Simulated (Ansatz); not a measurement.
# AlP+ (quartet): PBE, r2SCAN over a scan of the distance Al1–P2, cc-pVDZ

Aim: run AlP+ (quartet) with these functionals over a scan of the distance Al1–P2, and hold them against the top wave-function level at the same points.

The runs use Ansatz 0.2.0, Gaussian basis; cc-pVDZ, all electrons in the functionals.

The runs, in order: PBE, r2SCAN, at 1.958 Å; 2.201 Å; 2.460 Å; 2.756 Å; 3.074 Å; 3.360 Å; 4.025 Å; 4.651 Å; 5.321 Å; 6.557 Å; 8.265 Å.

25 further runs of the same task are left out: 6 for a known fault of the program, 12 that didn't finish, 7 set aside as unsound or not needed. Runs told in other sessions of the task aren't counted.

### Step 1. The system

The geometry derives from a PBE0/def2-TZVP stationary point (not a proven minimum). One bond is set to the value named and the two fragments are kept rigid.

2 atoms, charge 1, spin multiplicity 4.

Atoms are counted from 1 here; the program's logs count them from 0.

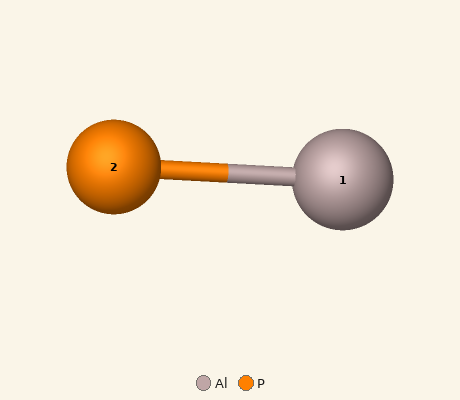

The geometry (aluminium light grey, phosphorus orange); atoms are numbered from 1 in the order of the file.

No dispersion term is added.

The geometry shown and the zero of energy belong to the point 2.460 Å. The yardstick, FCI, and other wave-function levels (R restricted, U unrestricted, valence and pair active spaces) come from earlier runs.

### Step 2. PBE, 1.958 Å

File in.yaml:

```yaml
crystal:
  periodic: [false, false, false]
  atoms:
    - {symbol: Al, position_ang: [0.000000, 0.000000, 0.000000]}
    - {symbol: P, position_ang: [0.000000, 0.000000, 1.958000]}
basis:
  gaussian: {orbitals: cc-pVDZ}
total_charge: 1
magnetization: {spin_polarized: true, initial_magnetization: 3}
hamiltonian: {xc: {name: PBE}}
output: {orbitals: {seedname: orbitals}}
```

The run is started by

```
$ ansatz run in.yaml --threads 1 --pin off --events-out ev --progress --plain --max-ram 2393MiB
```

Log:

```text
Functional definition: PBE
  name "PBE"
  cite "Perdew, Burke & Ernzerhof, Phys. Rev. Lett. 77, 3865 (1996) doi:10.1103/PhysRevLett.77.3865"
  parent pbe
  parameter kappa = 0.804
  parameter beta = 0.06672455060314922
  exchange = pbe_x(kappa = kappa, mu = beta*pi^2/3)
  correlation = pbe_c(beta = beta)
374 factors; integrals over basis functions are off by at most 8.7e-4 eV
mean field evaluation 1: about -15863.5186 eV, gradient 1.7e1 eV
mean field evaluation 2: about -15854.6528 eV, gradient 3.3e1 eV
mean field evaluation 4: about -15866.2342 eV, gradient 2.0e0 eV
mean field evaluation 8: about -15866.2750 eV, gradient 5.4e-3 eV
mean field -15866.27499643 eV, -583.0748515712 hartree, gradient 6.8e-5 eV, S^2 3.752202; 0 other end points of the search recorded, 0 dependent functions left out
reference -15866.27502872 eV, -583.0748527578 hartree; 15, 12 occupied and 21, 24 virtual orbitals, 374 factors
Total energy: -15866.27502872 eV, -583.0748527578 hartree
```

Wall time 0.33 s (1 thread of AMD EPYC 9R45, shared host).

From the report: ⟨S²⟩ of the determinant 3.752 (pure quartet: 3.75).

### Step 3. PBE, 2.201 Å

Edit in.yaml of step 2 so:

```diff
@@ -4,3 +4,3 @@
     - {symbol: Al, position_ang: [0.000000, 0.000000, 0.000000]}
-    - {symbol: P, position_ang: [0.000000, 0.000000, 1.958000]}
+    - {symbol: P, position_ang: [0.000000, 0.000000, 2.201000]}
 basis:
```

Same command.

Log:

```text
Functional definition: PBE
  name "PBE"
  cite "Perdew, Burke & Ernzerhof, Phys. Rev. Lett. 77, 3865 (1996) doi:10.1103/PhysRevLett.77.3865"
  parent pbe
  parameter kappa = 0.804
  parameter beta = 0.06672455060314922
  exchange = pbe_x(kappa = kappa, mu = beta*pi^2/3)
  correlation = pbe_c(beta = beta)
374 factors; integrals over basis functions are off by at most 7.2e-4 eV
mean field evaluation 1: about -15864.3069 eV, gradient 1.8e1 eV
mean field evaluation 2: about -15845.1053 eV, gradient 4.3e1 eV
mean field evaluation 4: about -15867.3914 eV, gradient 3.2e0 eV
mean field evaluation 8: about -15867.5028 eV, gradient 7.6e-3 eV
mean field -15867.50275369 eV, -583.1199708186 hartree, gradient 4.3e-6 eV, S^2 3.753209; 0 other end points of the search recorded, 0 dependent functions left out
reference -15867.50278645 eV, -583.1199720223 hartree; 15, 12 occupied and 21, 24 virtual orbitals, 374 factors
Total energy: -15867.50278645 eV, -583.1199720223 hartree
```

It took 0.36 s on 1 thread of AMD EPYC 9R45, shared host.

From the report: ⟨S²⟩ of the determinant 3.753 (pure quartet: 3.75).

### Step 4. PBE, 2.460 Å

Edit in.yaml of step 3 so:

```diff
@@ -4,3 +4,3 @@
     - {symbol: Al, position_ang: [0.000000, 0.000000, 0.000000]}
-    - {symbol: P, position_ang: [0.000000, 0.000000, 2.201000]}
+    - {symbol: P, position_ang: [0.000000, 0.000000, 2.459800]}
 basis:
```

Launched as before.

Log:

```text
Functional definition: PBE
  name "PBE"
  cite "Perdew, Burke & Ernzerhof, Phys. Rev. Lett. 77, 3865 (1996) doi:10.1103/PhysRevLett.77.3865"
  parent pbe
  parameter kappa = 0.804
  parameter beta = 0.06672455060314922
  exchange = pbe_x(kappa = kappa, mu = beta*pi^2/3)
  correlation = pbe_c(beta = beta)
374 factors; integrals over basis functions are off by at most 8.3e-4 eV
mean field evaluation 1: about -15863.8864 eV, gradient 1.9e1 eV
mean field evaluation 2: about -15830.7663 eV, gradient 4.9e1 eV
mean field evaluation 4: about -15867.6403 eV, gradient 3.7e0 eV
mean field evaluation 8: about -15867.7921 eV, gradient 2.1e-2 eV
mean field -15867.79210970 eV, -583.1306044557 hartree, gradient 2.3e-5 eV, S^2 3.755187; 0 other end points of the search recorded, 0 dependent functions left out
reference -15867.79214293 eV, -583.1306056770 hartree; 15, 12 occupied and 21, 24 virtual orbitals, 374 factors
Total energy: -15867.79214293 eV, -583.1306056770 hartree
```

It took 0.39 s on 1 thread of AMD EPYC 9R45, shared host.

From the report: ⟨S²⟩ of the determinant 3.755 (pure quartet: 3.75).

### Step 5. PBE, 2.756 Å

Edit in.yaml of step 4 so:

```diff
@@ -4,3 +4,3 @@
     - {symbol: Al, position_ang: [0.000000, 0.000000, 0.000000]}
-    - {symbol: P, position_ang: [0.000000, 0.000000, 2.459800]}
+    - {symbol: P, position_ang: [0.000000, 0.000000, 2.756000]}
 basis:
```

Same command.

Log:

```text
Functional definition: PBE
  name "PBE"
  cite "Perdew, Burke & Ernzerhof, Phys. Rev. Lett. 77, 3865 (1996) doi:10.1103/PhysRevLett.77.3865"
  parent pbe
  parameter kappa = 0.804
  parameter beta = 0.06672455060314922
  exchange = pbe_x(kappa = kappa, mu = beta*pi^2/3)
  correlation = pbe_c(beta = beta)
374 factors; integrals over basis functions are off by at most 1.0e-3 eV
mean field evaluation 1: about -15862.9440 eV, gradient 1.9e1 eV
mean field evaluation 2: about -15818.3854 eV, gradient 5.2e1 eV
mean field evaluation 4: about -15867.5882 eV, gradient 3.2e0 eV
mean field evaluation 8: about -15867.7167 eV, gradient 3.4e-2 eV
mean field evaluation 16: about -15867.7167 eV, gradient 8.6e-6 eV
mean field -15867.71674237 eV, -583.1278347573 hartree, gradient 8.6e-6 eV, S^2 3.756034; 0 other end points of the search recorded, 0 dependent functions left out
reference -15867.71677604 eV, -583.1278359946 hartree; 15, 12 occupied and 21, 24 virtual orbitals, 374 factors
Total energy: -15867.71677604 eV, -583.1278359946 hartree
```

Wall time 0.36 s (1 thread of AMD EPYC 9R45, shared host).

From the report: ⟨S²⟩ of the determinant 3.756 (pure quartet: 3.75).

From 2.460 Å: +0.075 eV.

### Step 6. PBE, 3.074 Å

Edit in.yaml of step 5 so:

```diff
@@ -4,3 +4,3 @@
     - {symbol: Al, position_ang: [0.000000, 0.000000, 0.000000]}
-    - {symbol: P, position_ang: [0.000000, 0.000000, 2.756000]}
+    - {symbol: P, position_ang: [0.000000, 0.000000, 3.074000]}
 basis:
```

The command is unchanged.

Log:

```text
Functional definition: PBE
  name "PBE"
  cite "Perdew, Burke & Ernzerhof, Phys. Rev. Lett. 77, 3865 (1996) doi:10.1103/PhysRevLett.77.3865"
  parent pbe
  parameter kappa = 0.804
  parameter beta = 0.06672455060314922
  exchange = pbe_x(kappa = kappa, mu = beta*pi^2/3)
  correlation = pbe_c(beta = beta)
374 factors; integrals over basis functions are off by at most 7.1e-4 eV
mean field evaluation 1: about -15862.0348 eV, gradient 2.0e1 eV
mean field evaluation 2: about -15809.1031 eV, gradient 5.4e1 eV
mean field evaluation 4: about -15867.4725 eV, gradient 2.3e0 eV
mean field evaluation 8: about -15867.5504 eV, gradient 3.3e-2 eV
mean field -15867.55042970 eV, -583.1217228795 hartree, gradient 4.0e-5 eV, S^2 3.754062; 0 other end points of the search recorded, 0 dependent functions left out
reference -15867.55046400 eV, -583.1217241401 hartree; 15, 12 occupied and 21, 24 virtual orbitals, 374 factors
Total energy: -15867.55046400 eV, -583.1217241401 hartree
```

Run time: 0.33 s. Hardware: 1 thread of AMD EPYC 9R45, shared host.

From the report: ⟨S²⟩ of the determinant 3.754 (pure quartet: 3.75).

From 2.460 Å: +0.242 eV.

### Step 7. PBE, 3.360 Å

Edit in.yaml of step 6 so:

```diff
@@ -4,3 +4,3 @@
     - {symbol: Al, position_ang: [0.000000, 0.000000, 0.000000]}
-    - {symbol: P, position_ang: [0.000000, 0.000000, 3.074000]}
+    - {symbol: P, position_ang: [0.000000, 0.000000, 3.360000]}
 basis:
```

Same command.

Log:

```text
Functional definition: PBE
  name "PBE"
  cite "Perdew, Burke & Ernzerhof, Phys. Rev. Lett. 77, 3865 (1996) doi:10.1103/PhysRevLett.77.3865"
  parent pbe
  parameter kappa = 0.804
  parameter beta = 0.06672455060314922
  exchange = pbe_x(kappa = kappa, mu = beta*pi^2/3)
  correlation = pbe_c(beta = beta)
374 factors; integrals over basis functions are off by at most 5.9e-4 eV
mean field evaluation 1: about -15861.4637 eV, gradient 2.0e1 eV
mean field evaluation 2: about -15801.2948 eV, gradient 5.7e1 eV
mean field evaluation 4: about -15867.3870 eV, gradient 1.2e0 eV
mean field evaluation 8: about -15867.4147 eV, gradient 3.3e-2 eV
mean field -15867.41466860 eV, -583.1167337513 hartree, gradient 6.5e-5 eV, S^2 3.752125; 0 other end points of the search recorded, 0 dependent functions left out
reference -15867.41470384 eV, -583.1167350463 hartree; 15, 12 occupied and 21, 24 virtual orbitals, 374 factors
Total energy: -15867.41470384 eV, -583.1167350463 hartree
```

It took 0.36 s on 1 thread of AMD EPYC 9R45, shared host.

From the report: ⟨S²⟩ of the determinant 3.752 (pure quartet: 3.75).

From 2.460 Å: +0.377 eV.

### Step 8. PBE, 4.025 Å

Edit in.yaml of step 7 so:

```diff
@@ -4,3 +4,3 @@
     - {symbol: Al, position_ang: [0.000000, 0.000000, 0.000000]}
-    - {symbol: P, position_ang: [0.000000, 0.000000, 3.360000]}
+    - {symbol: P, position_ang: [0.000000, 0.000000, 4.025000]}
 basis:
```

The command is unchanged.

Log:

```text
Functional definition: PBE
  name "PBE"
  cite "Perdew, Burke & Ernzerhof, Phys. Rev. Lett. 77, 3865 (1996) doi:10.1103/PhysRevLett.77.3865"
  parent pbe
  parameter kappa = 0.804
  parameter beta = 0.06672455060314922
  exchange = pbe_x(kappa = kappa, mu = beta*pi^2/3)
  correlation = pbe_c(beta = beta)
374 factors; integrals over basis functions are off by at most 4.0e-4 eV
mean field evaluation 1: about -15860.6835 eV, gradient 2.1e1 eV
mean field evaluation 2: about -15770.1635 eV, gradient 5.7e1 eV
mean field evaluation 4: about -15867.1663 eV, gradient 1.1e0 eV
mean field evaluation 8: about -15867.1872 eV, gradient 2.1e-2 eV
mean field evaluation 16: about -15867.1872 eV, gradient 1.7e-5 eV
mean field -15867.18719860 eV, -583.1083743827 hartree, gradient 1.7e-5 eV, S^2 3.750424; 0 other end points of the search recorded, 0 dependent functions left out
reference -15867.18723620 eV, -583.1083757646 hartree; 15, 12 occupied and 21, 24 virtual orbitals, 374 factors
Total energy: -15867.18723620 eV, -583.1083757646 hartree
```

It took 0.39 s on 1 thread of AMD EPYC 9R45, shared host.

From the report: ⟨S²⟩ of the determinant 3.750 (pure quartet: 3.75).

From 2.460 Å: +0.605 eV.

### Step 9. PBE, 4.651 Å

Edit in.yaml of step 8 so:

```diff
@@ -4,3 +4,3 @@
     - {symbol: Al, position_ang: [0.000000, 0.000000, 0.000000]}
-    - {symbol: P, position_ang: [0.000000, 0.000000, 4.025000]}
+    - {symbol: P, position_ang: [0.000000, 0.000000, 4.651000]}
 basis:
```

The command is unchanged.

Log:

```text
Functional definition: PBE
  name "PBE"
  cite "Perdew, Burke & Ernzerhof, Phys. Rev. Lett. 77, 3865 (1996) doi:10.1103/PhysRevLett.77.3865"
  parent pbe
  parameter kappa = 0.804
  parameter beta = 0.06672455060314922
  exchange = pbe_x(kappa = kappa, mu = beta*pi^2/3)
  correlation = pbe_c(beta = beta)
374 factors; integrals over basis functions are off by at most 2.5e-4 eV
mean field evaluation 1: about -15859.1578 eV, gradient 2.3e1 eV
mean field evaluation 2: about -15754.6965 eV, gradient 4.4e1 eV
mean field evaluation 4: about -15866.7002 eV, gradient 5.6e0 eV
mean field evaluation 8: about -15867.0616 eV, gradient 1.1e-1 eV
mean field evaluation 16: about -15867.0618 eV, gradient 9.1e-6 eV
mean field evaluation 32: about -15846.8038 eV, gradient 2.1e1 eV
mean field -15867.06181789 eV, -583.1037667266 hartree, gradient 9.1e-6 eV, S^2 3.750158; 0 other end points of the search recorded, 0 dependent functions left out
reference -15867.06185841 eV, -583.1037682157 hartree; 15, 12 occupied and 21, 24 virtual orbitals, 374 factors
Total energy: -15867.06185841 eV, -583.1037682157 hartree
```

Run time: 0.45 s. Hardware: 1 thread of AMD EPYC 9R45, shared host.

From the report: ⟨S²⟩ of the determinant 3.750 (pure quartet: 3.75).

From 2.460 Å: +0.730 eV.

### Step 10. PBE, 5.321 Å

Edit in.yaml of step 9 so:

```diff
@@ -4,3 +4,3 @@
     - {symbol: Al, position_ang: [0.000000, 0.000000, 0.000000]}
-    - {symbol: P, position_ang: [0.000000, 0.000000, 4.651000]}
+    - {symbol: P, position_ang: [0.000000, 0.000000, 5.321000]}
 basis:
```

Launched as before.

Log:

```text
Functional definition: PBE
  name "PBE"
  cite "Perdew, Burke & Ernzerhof, Phys. Rev. Lett. 77, 3865 (1996) doi:10.1103/PhysRevLett.77.3865"
  parent pbe
  parameter kappa = 0.804
  parameter beta = 0.06672455060314922
  exchange = pbe_x(kappa = kappa, mu = beta*pi^2/3)
  correlation = pbe_c(beta = beta)
374 factors; integrals over basis functions are off by at most 3.3e-4 eV
mean field evaluation 1: about -15852.4618 eV, gradient 2.6e1 eV
mean field evaluation 2: about -15745.5627 eV, gradient 4.6e1 eV
mean field evaluation 4: about -15866.8598 eV, gradient 2.8e0 eV
mean field evaluation 8: about -15866.9899 eV, gradient 2.7e-1 eV
mean field evaluation 16: about -15866.9912 eV, gradient 5.4e-5 eV
mean field evaluation 32: about -15844.2907 eV, gradient 1.8e1 eV
mean field evaluation 64: about -15866.9608 eV, gradient 3.9e-1 eV
mean field -15866.99121580 eV, -583.1011721478 hartree, gradient 1.1e-5 eV, S^2 3.750102; 3 other end points of the search recorded, 0 dependent functions left out
reference -15866.99125770 eV, -583.1011736877 hartree; 15, 12 occupied and 21, 24 virtual orbitals, 374 factors
Total energy: -15866.99125770 eV, -583.1011736877 hartree
```

It took 0.54 s on 1 thread of AMD EPYC 9R45, shared host.

From the report: ⟨S²⟩ of the determinant 3.750 (pure quartet: 3.75).

From 2.460 Å: +0.801 eV.

### Step 11. PBE, 6.557 Å

Edit in.yaml of step 10 so:

```diff
@@ -4,3 +4,3 @@
     - {symbol: Al, position_ang: [0.000000, 0.000000, 0.000000]}
-    - {symbol: P, position_ang: [0.000000, 0.000000, 5.321000]}
+    - {symbol: P, position_ang: [0.000000, 0.000000, 6.557000]}
 basis:
```

Launched as before.

Log:

```text
Functional definition: PBE
  name "PBE"
  cite "Perdew, Burke & Ernzerhof, Phys. Rev. Lett. 77, 3865 (1996) doi:10.1103/PhysRevLett.77.3865"
  parent pbe
  parameter kappa = 0.804
  parameter beta = 0.06672455060314922
  exchange = pbe_x(kappa = kappa, mu = beta*pi^2/3)
  correlation = pbe_c(beta = beta)
374 factors; integrals over basis functions are off by at most 1.4e-4 eV
mean field evaluation 1: about -15847.7844 eV, gradient 2.3e1 eV
mean field evaluation 2: about -15657.3554 eV, gradient 4.6e1 eV
mean field evaluation 4: about -15866.9044 eV, gradient 1.2e0 eV
mean field evaluation 8: about -15846.0041 eV, gradient 2.2e1 eV
mean field evaluation 16: about -15866.9536 eV, gradient 2.6e-4 eV
mean field evaluation 32: about -15861.5406 eV, gradient 8.9e0 eV
mean field evaluation 64: about -15866.9108 eV, gradient 7.3e-1 eV
mean field -15866.95364943 eV, -583.0997916091 hartree, gradient 9.0e-7 eV, S^2 3.750127; 4 other end points of the search recorded, 0 dependent functions left out
reference -15866.95369681 eV, -583.0997933504 hartree; 15, 12 occupied and 21, 24 virtual orbitals, 374 factors
Total energy: -15866.95369681 eV, -583.0997933504 hartree
```

Wall time 0.75 s (1 thread of AMD EPYC 9R45, shared host).

From the report: ⟨S²⟩ of the determinant 3.750 (pure quartet: 3.75).

From 2.460 Å: +0.838 eV.

### Step 12. PBE, 8.265 Å

Edit in.yaml of step 11 so:

```diff
@@ -4,3 +4,3 @@
     - {symbol: Al, position_ang: [0.000000, 0.000000, 0.000000]}
-    - {symbol: P, position_ang: [0.000000, 0.000000, 6.557000]}
+    - {symbol: P, position_ang: [0.000000, 0.000000, 8.265000]}
 basis:
```

Launched as before.

Log, shortened:

```text
Functional definition: PBE
  name "PBE"
  cite "Perdew, Burke & Ernzerhof, Phys. Rev. Lett. 77, 3865 (1996) doi:10.1103/PhysRevLett.77.3865"
  parent pbe
[...]
374 factors; integrals over basis functions are off by at most 9.8e-5 eV
[...]
mean field -15866.97256339 eV, -583.1004866844 hartree, gradient 2.2e-6 eV, S^2 3.750210; 7 other end points of the search recorded, 0 dependent functions left out
reference -15866.97261481 eV, -583.1004885738 hartree; 15, 12 occupied and 21, 24 virtual orbitals, 374 factors
Total energy: -15866.97261481 eV, -583.1004885738 hartree
```

Run time: 1.6 s. Hardware: 1 thread of AMD EPYC 9R45, shared host.

From the report: ⟨S²⟩ of the determinant 3.750 (pure quartet: 3.75).

From 2.460 Å: +0.820 eV.

### Step 13. r2SCAN, 1.958 Å

File in.yaml:

```yaml
crystal:
  periodic: [false, false, false]
  atoms:
    - {symbol: Al, position_ang: [0.000000, 0.000000, 0.000000]}
    - {symbol: P, position_ang: [0.000000, 0.000000, 1.958000]}
basis:
  gaussian: {orbitals: cc-pVDZ}
total_charge: 1
magnetization: {spin_polarized: true, initial_magnetization: 3}
hamiltonian: {xc: {name: r2SCAN}}
```

The command is unchanged.

Log:

```text
Functional definition: r2SCAN
  name "r2SCAN"
  cite "Furness, Kaplan, Ning, Perdew & Sun, J. Phys. Chem. Lett. 11, 8208 (2020) doi:10.1021/acs.jpclett.0c02405"
  cite "Furness, Kaplan, Ning, Perdew & Sun, J. Phys. Chem. Lett. 11, 9248 (2020) doi:10.1021/acs.jpclett.0c03077"
  parent r2scan
  parameter k0 = 0.174
  parameter k1 = 0.065
  parameter a1 = 4.9479
  exchange = r2scan_x(k0 = k0, k1 = k1, a1 = a1)
  correlation = r2scan_c
374 factors; integrals over basis functions are off by at most 8.7e-4 eV
mean field evaluation 1: about -15870.5290 eV, gradient 1.6e1 eV
mean field evaluation 2: about -15865.9531 eV, gradient 2.6e1 eV
mean field evaluation 4: about -15872.7538 eV, gradient 1.1e0 eV
mean field evaluation 8: about -15872.7662 eV, gradient 3.7e-3 eV
mean field -15872.76616752 eV, -583.3133977090 hartree, gradient 3.0e-5 eV, S^2 3.755204; 0 other end points of the search recorded, 0 dependent functions left out
reference -15872.76617908 eV, -583.3133981337 hartree; 15, 12 occupied and 21, 24 virtual orbitals, 374 factors
Total energy: -15872.76617908 eV, -583.3133981337 hartree
```

Run time: 0.78 s. Hardware: 1 thread of AMD EPYC 9R45, shared host.

From the report: ⟨S²⟩ of the determinant 3.755 (pure quartet: 3.75).

### Step 14. r2SCAN, 2.201 Å

File in.yaml:

```yaml
crystal:
  periodic: [false, false, false]
  atoms:
    - {symbol: Al, position_ang: [0.000000, 0.000000, 0.000000]}
    - {symbol: P, position_ang: [0.000000, 0.000000, 2.201000]}
basis:
  gaussian: {orbitals: cc-pVDZ}
total_charge: 1
magnetization: {spin_polarized: true, initial_magnetization: 3}
hamiltonian: {xc: {name: r2SCAN}}
output: {forces: true}
```

Launched as before.

Log, shortened:

```text
Functional definition: r2SCAN
  name "r2SCAN"
  cite "Furness, Kaplan, Ning, Perdew & Sun, J. Phys. Chem. Lett. 11, 8208 (2020) doi:10.1021/acs.jpclett.0c02405"
  cite "Furness, Kaplan, Ning, Perdew & Sun, J. Phys. Chem. Lett. 11, 9248 (2020) doi:10.1021/acs.jpclett.0c03077"
  parent r2scan
[...]
374 factors; integrals over basis functions are off by at most 7.2e-4 eV
[...]
mean field -15873.95712455 eV, -583.3571645726 hartree, gradient 7.0e-5 eV, S^2 3.758010; 0 other end points of the search recorded, 0 dependent functions left out
[...]
reference -15873.95713615 eV, -583.3571649990 hartree; 15, 12 occupied and 21, 24 virtual orbitals, 374 factors
Total energy: -15873.95713615 eV, -583.3571649990 hartree
Atom 0 at     0.000000     0.000000     0.000000 Å, force     0.000000    -0.000000    -2.337599 eV/Å
Atom 1 at     0.000000     0.000000     2.201000 Å, force    -0.000000    -0.000000     2.337599 eV/Å
Dipole moment:    -0.000000     0.000000    -0.632261 e Å
```

Wall time 0.87 s (1 thread of AMD EPYC 9R45, shared host).

From the report: ⟨S²⟩ of the determinant 3.758 (pure quartet: 3.75).

### Step 15. r2SCAN, 2.460 Å

Edit in.yaml of step 14 so:

```diff
@@ -4,3 +4,3 @@
     - {symbol: Al, position_ang: [0.000000, 0.000000, 0.000000]}
-    - {symbol: P, position_ang: [0.000000, 0.000000, 2.201000]}
+    - {symbol: P, position_ang: [0.000000, 0.000000, 2.459800]}
 basis:
```

Launched as before.

Log, shortened:

```text
Functional definition: r2SCAN
  name "r2SCAN"
  cite "Furness, Kaplan, Ning, Perdew & Sun, J. Phys. Chem. Lett. 11, 8208 (2020) doi:10.1021/acs.jpclett.0c02405"
  cite "Furness, Kaplan, Ning, Perdew & Sun, J. Phys. Chem. Lett. 11, 9248 (2020) doi:10.1021/acs.jpclett.0c03077"
  parent r2scan
[...]
374 factors; integrals over basis functions are off by at most 8.3e-4 eV
[...]
mean field -15874.21003956 eV, -583.3664590279 hartree, gradient 8.0e-5 eV, S^2 3.763689; 0 other end points of the search recorded, 0 dependent functions left out
[...]
reference -15874.21005119 eV, -583.3664594553 hartree; 15, 12 occupied and 21, 24 virtual orbitals, 374 factors
Total energy: -15874.21005119 eV, -583.3664594553 hartree
Atom 0 at     0.000000     0.000000     0.000000 Å, force    -0.000000     0.000000    -0.061328 eV/Å
Atom 1 at     0.000000     0.000000     2.459800 Å, force     0.000000    -0.000000     0.061328 eV/Å
Dipole moment:    -0.000000    -0.000000    -0.707898 e Å
```

Wall time 0.9 s (1 thread of AMD EPYC 9R45, shared host).

From the report: ⟨S²⟩ of the determinant 3.764 (pure quartet: 3.75).

(Part 1 of 2 ends here.)
